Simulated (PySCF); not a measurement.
# C$_{6}$H$_{10}$NO: EPR calculation

The run: EPR calculation of C$_{6}$H$_{10}$NO, multiplicity 2. Method and program: UKS B3LYP, pcH-1 on C H N O, non-relativistic, mean-field spin-orbit, GIAO (PySCF 2.14.0).

It belongs to a series of runs on one base structure; here: H added to sp2 C.

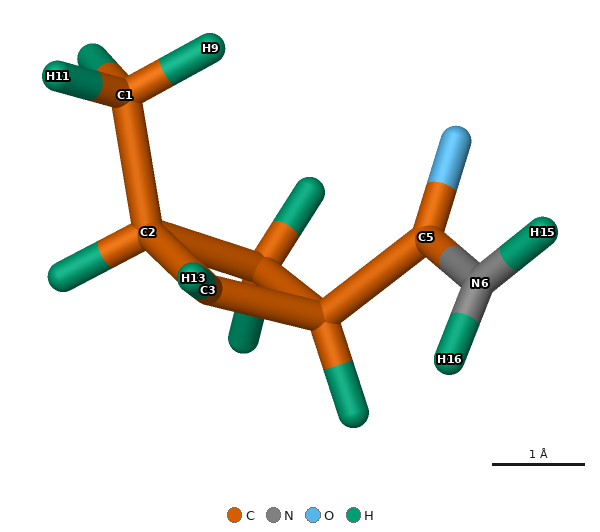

The structure as given in the input (stick view, seen at a tilt; atoms are numbered from 1 in the order of the input). Bond lengths as drawn: C–C 1.49 to 1.55 Å, C–H 1.07 to 1.10 Å, C–N 1.35 Å, C–O 1.21 Å and H–N 1.00 to 1.01 Å.

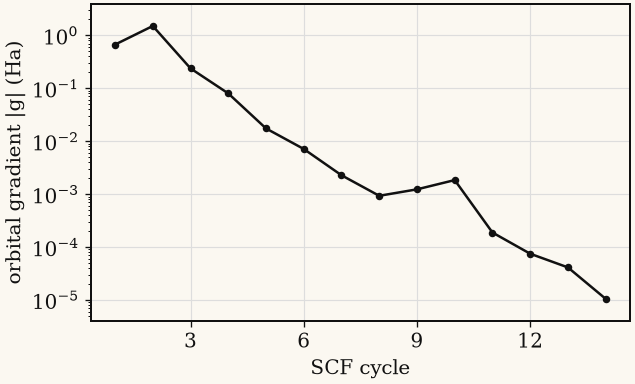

Convergence of the self-consistent field: orbital gradient |g| against the SCF cycle. All cycles printed in the log are drawn one after another.

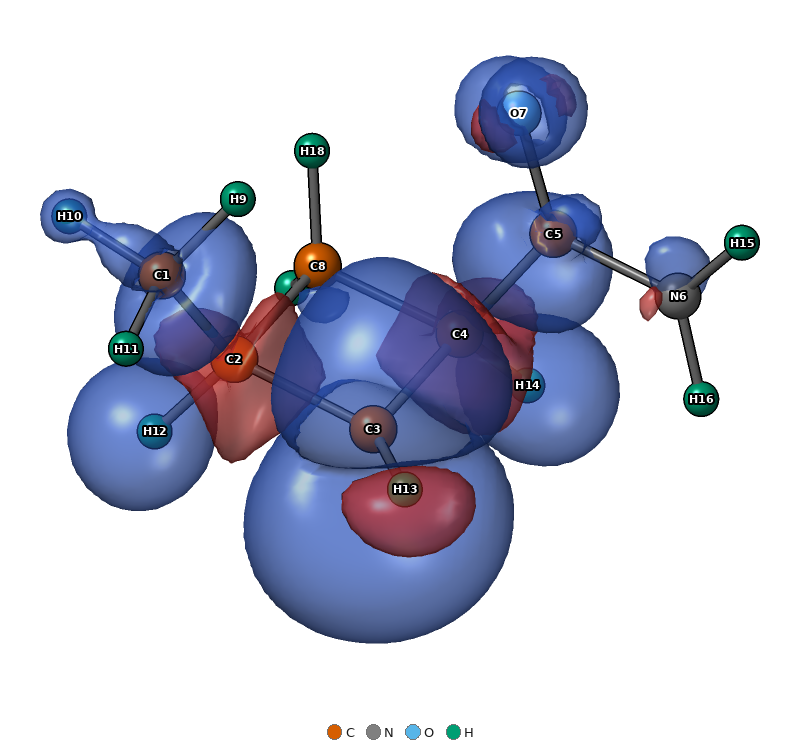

Isosurfaces of the spin density (α minus β) at +0.006 (blue) and −0.006 e/Å³ (red), seen from the side. The unpaired spin (1 electron) lies mostly on C3 (about 0.7) and H13 (about 0.1), in electrons by Hirshfeld's partition.

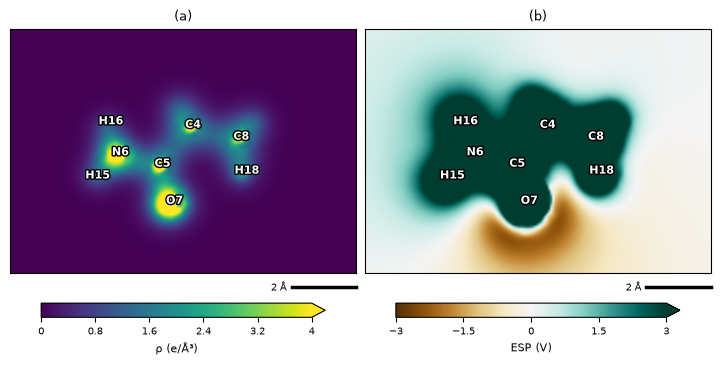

(a) total electron density; (b) molecular electrostatic potential on the plane of atoms N6, C5 and O7. Atoms in the plane: C, N, O and H. C–O (1.21 Å): ρ at the midpoint is about 2.3 e/Å³. C–N (1.35 Å): ρ at the midpoint is about 1.7 e/Å³. N–H (1.00 Å): ρ is about 1.9 e/Å³ halfway. C–C (1.53 Å): ρ is about 1.5 e/Å³ halfway. C–H (1.09 Å): ρ at the midpoint is about 1.5 e/Å³, with its minimum of 1.2 e/Å³ about 0.9 Å from C.

These pictures come from the run below.

## Input file
```
{"job": {"kind": "epr", "basis": "pcH-1"}, "charge": 0, "multiplicity": 2}
C     -2.134378     0.119074     0.385431
C     -1.282491    -0.662724    -0.615037
C      0.020450    -1.160938    -0.098973
C      0.824594    -0.264407    -0.969658
C      1.516007     0.800922    -0.117286
N      2.672755     0.367588     0.436513
O      1.064256     1.903451     0.083904
C     -0.488675     0.200109    -1.623706
H     -1.544269     0.919826     0.824100
H     -2.996997     0.553554    -0.114600
H     -2.483334    -0.537173     1.179868
H     -1.907477    -1.434173    -1.080851
H      0.271896    -1.628393     0.834997
H      1.568437    -0.728892    -1.625780
H      3.149873     0.961616     1.094422
H      2.995308    -0.575394     0.316791
H     -0.598324    -0.097344    -2.663148
H     -0.656391     1.269617    -1.523401
```

The first line tells a small driver script what to run in PySCF; the rest is the geometry in Å.

Launch command:
```bash
OMP_NUM_THREADS=1 python <driver script> task.json out
```

## Log
```
UKS, coarse grid
  cycle   1  E = -364.41543757  |g| = 6.68e-01
  cycle   2  E = -363.66676472  |g| = 1.50e+00
  cycle   3  E = -364.57087865  |g| = 2.37e-01
  cycle   4  E = -364.59443269  |g| = 7.98e-02
  cycle   5  E = -364.59706526  |g| = 1.74e-02
  cycle   6  E = -364.59719286  |g| = 7.12e-03
  cycle   7  E = -364.59721713  |g| = 2.27e-03
  cycle   8  E = -364.59721997  |g| = 9.29e-04
UKS, final grid
  cycle   1  E = -364.59714382  |g| = 1.23e-03
  cycle   2  E = -364.59714305  |g| = 1.84e-03
  cycle   3  E = -364.59714451  |g| = 1.88e-04
  cycle   4  E = -364.59714452  |g| = 7.47e-05
  cycle   5  E = -364.59714453  |g| = 4.12e-05
  cycle   6  E = -364.59714453  |g| = 1.05e-05
E = -364.59714453 Eh   <S^2> = 0.7543 (exact 0.7500)
g shifts (ppm)      1          2          3
  rmc          -152       -152       -152
  gc              8         35         26
  oz_so          -7        736        892
  total        -151        620        766
hyperfine (MHz)  atom isotope    a_iso     a_fc   dipolar eigenvalues
    0   13C      56.72      56.72     -4.37     -4.21      8.57
    1   13C     -29.90     -29.90     -2.90      0.02      2.88
    2   13C     119.54     119.54    -78.60    -77.23    155.83
    3   13C     -31.11     -31.11     -2.93     -0.19      3.12
    4   13C      63.23      63.23     -4.91     -4.46      9.36
    5   14N       1.04       1.04     -0.50     -0.03      0.53
    6   17O      -2.00      -2.00    -10.58      4.06      6.51
    7   13C       6.34       6.34     -1.37     -1.33      2.70
    8    1H      -3.50      -3.50     -4.81     -1.77      6.59
    9    1H       9.33       9.33     -2.84     -1.58      4.42
   10    1H      -3.33      -3.33     -3.69     -2.25      5.94
   11    1H     101.50     101.50     -5.11     -4.13      9.23
   12    1H     -52.74     -52.74    -36.83     -0.75     37.58
   13    1H     108.21     108.21     -4.58     -4.24      8.81
   14    1H       2.26       2.26     -1.37     -1.00      2.37
   15    1H      -0.39      -0.39     -2.14     -1.83      3.96
   16    1H      -2.21      -2.21     -2.61     -2.41      5.02
   17    1H      -4.22      -4.22     -2.52     -2.07      4.59
```

## Key numbers

```csv
quantity,value
outcome,converged
total energy,−364.597145 hartree
⟨S²⟩,0.754
isotropic g,2.0027
hardware,"1 CPU thread, shared host"
wall time,100 s
peak memory,0.97 GiB
```
